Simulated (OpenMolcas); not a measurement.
# Run report: Mn³⁺ complex, multiconfigurational calculation

- system: Mn³⁺ with 6 ligands (F; octahedron, 2.05 Å), neutralised by 6 outer point charges of +0.5 e, whose field is part of the energies.
- method: state-averaged SS-CASPT2, IPEA shift 0.5, imaginary shift 0.1 hartree, closed shells 3s 3p of the metal and the valence shells of the ligands correlated, active space 4 electrons in the shell 3d, basis ANO-RCC-VDZP on the metal and ANO-RCC-VDZP on the ligands, DKH2 scalar Hamiltonian, spin-orbit coupling by RASSI with atomic mean-field integrals (OpenMolcas)

Output (extracts):
```
--- CASPT2 ---
Orbital specifications:
      -----------------------

      Symmetry species                           1   2
                                                ag  au
      Frozen orbitals                            5   6
      Inactive orbitals                         13  15
      Active orbitals                            5   0
      Secondary orbitals                        34  40
      Deleted orbitals                           0   0
      Number of basis functions                 57  61
Type of calculation                        SS-CASPT2
      Fock operator                              state-specific
      IPEA shift                                 0.50
      Real shift                                 0.00
      Imaginary shift                            0.10
      The input orbitals will be transformed to quasi-canonical
Reference energy:       -1755.5366146824
      E2 (Non-variational):      -1.6234222575
      Shift correction:          -0.0012206759
      E2 (Variational):          -1.6246429334
      Total energy:           -1757.1612576158
      Residual norm:              0.0000008059
      Reference weight:           0.71564
      Contributions to the CASPT2 correlation energy
      Active & Virtual Only:         -0.0340701357
      One Inactive Excited:          -0.1685812854
      Two Inactive Excited:          -1.4207708364
Reference energy:       -1755.5366146822
      E2 (Non-variational):      -1.6233897429
      Shift correction:          -0.0012205366
      E2 (Variational):          -1.6246102795
      Total energy:           -1757.1612249617
      Residual norm:              0.0000008094
      Reference weight:           0.71565
      Contributions to the CASPT2 correlation energy
      Active & Virtual Only:         -0.0340701911
      One Inactive Excited:          -0.1685479199
      Two Inactive Excited:          -1.4207716319
::    CASPT2 Root  1     Total energy:  -1757.16125762
::    CASPT2 Root  2     Total energy:  -1757.16122496
::    CASPT2 Root  3     Total energy:  -1757.11022909
::    CASPT2 Root  4     Total energy:  -1757.11022909
::    CASPT2 Root  5     Total energy:  -1757.11022412
--- CASPT2 ---
Orbital specifications:
      -----------------------

      Symmetry species                           1   2
                                                ag  au
      Frozen orbitals                            5   6
      Inactive orbitals                         13  15
      Active orbitals                            5   0
      Secondary orbitals                        34  40
      Deleted orbitals                           0   0
      Number of basis functions                 57  61
Type of calculation                        SS-CASPT2
      Fock operator                              state-specific
      IPEA shift                                 0.50
      Real shift                                 0.00
      Imaginary shift                            0.10
      The input orbitals will be transformed to quasi-canonical
Reference energy:       -1755.4612209944
      E2 (Non-variational):      -1.6474809823
      Shift correction:          -0.0012599760
      E2 (Variational):          -1.6487409583
      Total energy:           -1757.1099619527
      Residual norm:              0.0000001160
      Reference weight:           0.71120
      Contributions to the CASPT2 correlation energy
      Active & Virtual Only:         -0.0378687714
      One Inactive Excited:          -0.1722865270
      Two Inactive Excited:          -1.4373256839
Reference energy:       -1755.4612209942
      E2 (Non-variational):      -1.6474402313
      Shift correction:          -0.0012598723
      E2 (Variational):          -1.6487001036
      Total energy:           -1757.1099210978
      Residual norm:              0.0000001159
      Reference weight:           0.71121
      Contributions to the CASPT2 correlation energy
      Active & Virtual Only:         -0.0378592168
      One Inactive Excited:          -0.1722582763
      Two Inactive Excited:          -1.4373227382
::    CASPT2 Root  1     Total energy:  -1757.10996195
::    CASPT2 Root  2     Total energy:  -1757.10992110
::    CASPT2 Root  3     Total energy:  -1757.10989890
::    CASPT2 Root  4     Total energy:  -1757.07218610
::    CASPT2 Root  5     Total energy:  -1757.07223066
::    CASPT2 Root  6     Total energy:  -1757.07067707
::    CASPT2 Root  7     Total energy:  -1757.07033144
::    CASPT2 Root  8     Total energy:  -1757.07032074
::    CASPT2 Root  9     Total energy:  -1757.06564838
::    CASPT2 Root 10     Total energy:  -1757.06564318
::    CASPT2 Root 11     Total energy:  -1757.06580271
::    CASPT2 Root 12     Total energy:  -1757.05857905
::    CASPT2 Root 13     Total energy:  -1757.05626482
::    CASPT2 Root 14     Total energy:  -1757.04077190
::    CASPT2 Root 15     Total energy:  -1757.04100102
::    CASPT2 Root 16     Total energy:  -1757.02274481
::    CASPT2 Root 17     Total energy:  -1757.02272854
::    CASPT2 Root 18     Total energy:  -1757.02271342
::    CASPT2 Root 19     Total energy:  -1757.01989730
::    CASPT2 Root 20     Total energy:  -1757.01989702
::    CASPT2 Root 21     Total energy:  -1757.01998241
::    CASPT2 Root 22     Total energy:  -1757.02050472
::    CASPT2 Root 23     Total energy:  -1757.02050447
::    CASPT2 Root 24     Total energy:  -1757.02046035
::    CASPT2 Root 25     Total energy:  -1756.99533618
::    CASPT2 Root 26     Total energy:  -1756.99534239
::    CASPT2 Root 27     Total energy:  -1756.99533173
::    CASPT2 Root 28     Total energy:  -1756.97892032
::    CASPT2 Root 29     Total energy:  -1756.97891713
::    CASPT2 Root 30     Total energy:  -1756.97892547
--- CASPT2 ---
Orbital specifications:
      -----------------------

      Symmetry species                           1   2
                                                ag  au
      Frozen orbitals                            5   6
      Inactive orbitals                         13  15
      Active orbitals                            5   0
      Secondary orbitals                        34  40
      Deleted orbitals                           0   0
      Number of basis functions                 57  61
Type of calculation                        SS-CASPT2
      Fock operator                              state-specific
      IPEA shift                                 0.50
      Real shift                                 0.00
      Imaginary shift                            0.10
      The input orbitals will be transformed to quasi-canonical
Reference energy:       -1755.4086855233
      E2 (Non-variational):      -1.6606222109
      Shift correction:          -0.0012851068
      E2 (Variational):          -1.6619073176
      Total energy:           -1757.0705928410
      Residual norm:              0.0000002425
      Reference weight:           0.70863
      Contributions to the CASPT2 correlation energy
      Active & Virtual Only:         -0.0393662272
      One Inactive Excited:          -0.1801831352
      Two Inactive Excited:          -1.4410728484
Reference energy:       -1755.4086855232
      E2 (Non-variational):      -1.6605585862
      Shift correction:          -0.0012852026
      E2 (Variational):          -1.6618437888
      Total energy:           -1757.0705293120
      Residual norm:              0.0000002440
      Reference weight:           0.70863
      Contributions to the CASPT2 correlation energy
      Active & Virtual Only:         -0.0393486953
      One Inactive Excited:          -0.1801720025
      Two Inactive Excited:          -1.4410378884
::    CASPT2 Root  1     Total energy:  -1757.07059284
::    CASPT2 Root  2     Total energy:  -1757.07052931
::    CASPT2 Root  3     Total energy:  -1757.07036494
::    CASPT2 Root  4     Total energy:  -1757.06284960
::    CASPT2 Root  5     Total energy:  -1757.06263441
::    CASPT2 Root  6     Total energy:  -1757.04723255
::    CASPT2 Root  7     Total energy:  -1757.02831204
::    CASPT2 Root  8     Total energy:  -1757.03219661
::    CASPT2 Root  9     Total energy:  -1757.03220978
::    CASPT2 Root 10     Total energy:  -1757.03220812
::    CASPT2 Root 11     Total energy:  -1757.02445964
::    CASPT2 Root 12     Total energy:  -1757.02383838
::    CASPT2 Root 13     Total energy:  -1757.02388387
::    CASPT2 Root 14     Total energy:  -1757.00890111
::    CASPT2 Root 15     Total energy:  -1757.00956430
::    CASPT2 Root 16     Total energy:  -1756.98160048
::    CASPT2 Root 17     Total energy:  -1756.98147113
::    CASPT2 Root 18     Total energy:  -1756.98160397
::    CASPT2 Root 19     Total energy:  -1756.98173140
::    CASPT2 Root 20     Total energy:  -1756.98225368
::    CASPT2 Root 21     Total energy:  -1756.97968264
::    CASPT2 Root 22     Total energy:  -1756.94899550
::    CASPT2 Root 23     Total energy:  -1756.94892555
::    CASPT2 Root 24     Total energy:  -1756.94892557
::    CASPT2 Root 25     Total energy:  -1756.95520508
::    CASPT2 Root 26     Total energy:  -1756.95520353
::    CASPT2 Root 27     Total energy:  -1756.95500247
::    CASPT2 Root 28     Total energy:  -1756.94356121
::    CASPT2 Root 29     Total energy:  -1756.94309997
::    CASPT2 Root 30     Total energy:  -1756.94313651
```

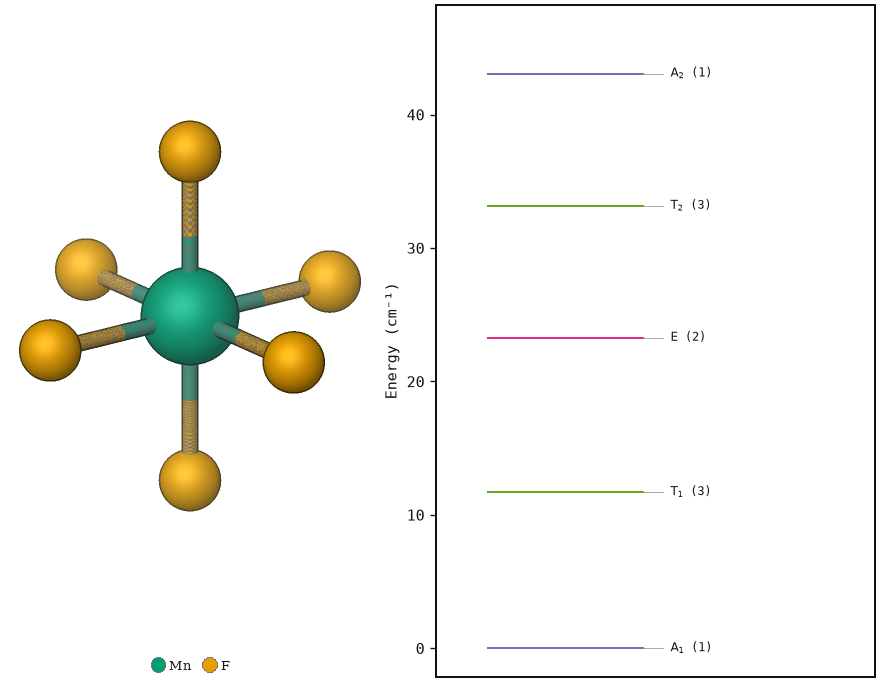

**Figure 1.** Mn³⁺ (3d⁴) with 6 ligands, F⁻, at 2.05 Å (arrangement: octahedron, Oh), neutralised by outer point charges of +0.5 e, and its levels. Labels give the representation in O, Td, D4 or D3 as the site allows (double group for half-integer spin) where it could be assigned and, in brackets, the degeneracy; spin-free states, where drawn, share the zero of the spin-orbit levels. The ground level is A₁, non-degenerate, 100 % from states of spin multiplicity 5. The next level lies at 12 cm⁻¹ (T₁).

Input file:
```
&GATEWAY
Coord
7

Mn 0.0 0.0 0.0
F 2.050000 0.000000 0.000000
F 0.000000 2.050000 0.000000
F -2.050000 0.000000 0.000000
F 0.000000 -2.050000 0.000000
F 0.000000 0.000000 2.050000
F 0.000000 0.000000 -2.050000
Basis=Mn.ANO-RCC-VDZP,F.ANO-RCC-VDZP
Group=XYZ
NoMove
AngMom=0.0 0.0 0.0
AMFI
RICD
XField
3 Angstrom 0
5.250000 0.000000 0.000000 0.500000
0.000000 5.250000 0.000000 0.500000
0.000000 0.000000 5.250000 0.500000
&SEWARD
&RASSCF
FileOrb=start.orb
Symmetry=1
Spin=5
nActEl=4 0 0
Inactive=18 21
Ras2=5 0
CIRoot=5 5 1
SDav=5
CIMx=300
Iter=150 100
PrWF=0.3
OrbListing=Nothing
MaxOrb=0
LevShft=1.0
>>> COPY $Project.JobIph JOB001
&RASSCF
FileOrb=start.orb
Symmetry=1
Spin=3
nActEl=4 0 0
Inactive=18 21
Ras2=5 0
CIRoot=45 45 1
SDav=45
CIMx=300
Iter=150 100
PrWF=0.3
OrbListing=Nothing
MaxOrb=0
LevShft=1.0
>>> COPY $Project.JobIph JOB002
&RASSCF
FileOrb=start.orb
Symmetry=1
Spin=1
nActEl=4 0 0
Inactive=18 21
Ras2=5 0
CIRoot=50 50 1
SDav=50
CIMx=300
Iter=150 100
PrWF=0.3
OrbListing=Nothing
MaxOrb=0
LevShft=1.0
>>> COPY $Project.JobIph JOB003
&RASSI
NrOfJobIphs=3 5 45 50
1 2 3 4 5
1 2 3 4 5 6 7 8 9 10 11 12 13 14 15 16 17 18 19 20 21 22 23 24 25 26 27
28 29 30 31 32 33 34 35 36 37 38 39 40 41 42 43 44 45
1 2 3 4 5 6 7 8 9 10 11 12 13 14 15 16 17 18 19 20 21 22 23 24 25 26 27
28 29 30 31 32 33 34 35 36 37 38 39 40 41 42 43 44 45 46 47 48 49 50
IphNames
JOB001
JOB002
JOB003
EJob
SpinOrbit
DIPRint=1.0
SOCoupling=1000.0
Subsets=2
Property=9
'ANGMOM' 1 'ANGMOM' 2 'ANGMOM' 3 'MLTPL  1' 1 'MLTPL  1' 2 'MLTPL  1' 3
'AMFI' 1 'AMFI' 2 'AMFI' 3
SOProperty=3
'ANGMOM' 1 'ANGMOM' 2 'ANGMOM' 3
>>> COPY JOB001 $Project.JobIph
&CASPT2
Multistate=5 1 2 3 4 5
NoMult
Frozen=5 6
IPEA=0.5
Imaginary=0.1
MaxIter=60
WThr=0.0 0.3 0.05
PrWF=0.5
NoMix
>>> COPY JOB002 $Project.JobIph
&CASPT2
Multistate=45 1 2 3 4 5 6 7 8 9 10 11 12 13 14 15 16 17 18 19 20 21 22
23 24 25 26 27 28 29 30 31 32 33 34 35 36 37 38 39 40 41 42 43 44 45
NoMult
Frozen=5 6
IPEA=0.5
Imaginary=0.1
MaxIter=60
WThr=0.0 0.3 0.05
PrWF=0.5
NoMix
>>> COPY JOB003 $Project.JobIph
&CASPT2
Multistate=50 1 2 3 4 5 6 7 8 9 10 11 12 13 14 15 16 17 18 19 20 21 22
23 24 25 26 27 28 29 30 31 32 33 34 35 36 37 38 39 40 41 42 43 44 45 46
47 48 49 50
NoMult
Frozen=5 6
IPEA=0.5
Imaginary=0.1
MaxIter=60
WThr=0.0 0.3 0.05
PrWF=0.5
NoMix
```

The file start.orb holds starting orbitals from an earlier step. A driver script formed the levels outside the program, from RASSI's spin-orbit matrix and the CASPT2 energies (for multi-state variants, the effective Hamiltonian), averaged over the components of each term or state. The log and the time are those of the CASPT2 step.

Run as:
```bash
OMP_NUM_THREADS=1 MOLCAS_MEM=2457 MOLCAS_PROJECT=a pymolcas a.inp > a.log  # once for each step of the input, in one work folder
```

Key numbers:

| quantity | value |
| --- | --- |
| outcome | converged |
| energy of the lowest spin-free term | −1757.16124 hartree |
| energy of the lowest spin-orbit level | −1757.16148 hartree |
| CASPT2 correlation energy | −1.6246 hartree |
| largest spread among components of a term | 145.6 cm⁻¹ |
| lowest reference weight | 0.699 |
| hardware | 1 thread of Arm Neoverse V1, 24 GiB of memory available, shared host |
| wall time | 3 min |
| peak memory | 0.18 GiB |

Notes:

The components of ¹E, which symmetry makes degenerate, are split by 146 cm⁻¹ in CASPT2, and those of 11 more by over 50 cm⁻¹. This is an artefact; the levels of such states rest on averages and are uncertain by about as much. To bear in mind: orbital doublet at a regular site, Jahn-Teller distortion not allowed for; small active space favours high spin, ground spin may be wrong; distances are set from ionic radii, not optimised.
